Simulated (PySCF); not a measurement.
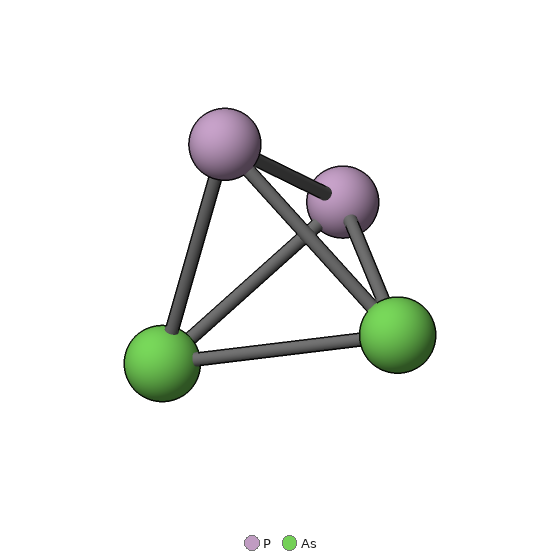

Geometry used (As₂P₂).

Simulated rotational absorption lines between 2 and 8 GHz at 5 K: rigid rotor with the equilibrium constants and dipole of one optimised conformer (PBE0-D3(BJ)/def2-SVP, PySCF 2.14.0), commonest isotopes; no centrifugal distortion, hyperfine structure, internal rotation or nuclear-spin weights; lines within 1 MHz of each other are summed. Lines of different type are drawn apart.

What are the rotational constants, and what kind of rotor is it?

Rotational constants A, B, C = 2.597, 1.710, 1.495 GHz; Ray's κ = −0.61, an asymmetric top on the prolate side.

Which dipole components drive the lines?

|μa|, |μb|, |μc| = 0.00, 0.61, 0.00 D; b-type lines carry 100 % of the intensity in this range.

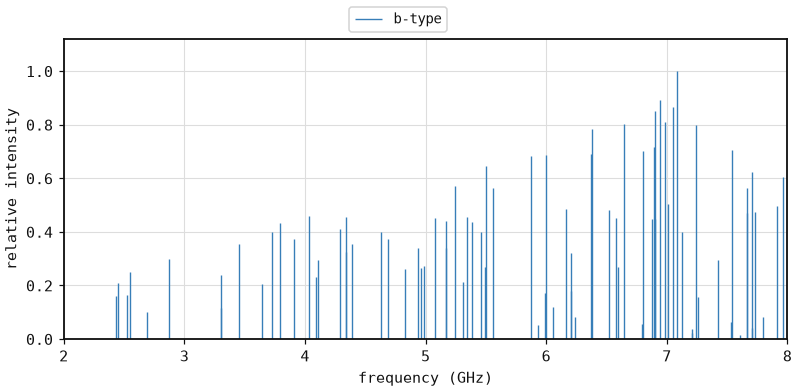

Caveats: coarse grid, loose stop and no frequency check, small forces are noise and the end may be a saddle.
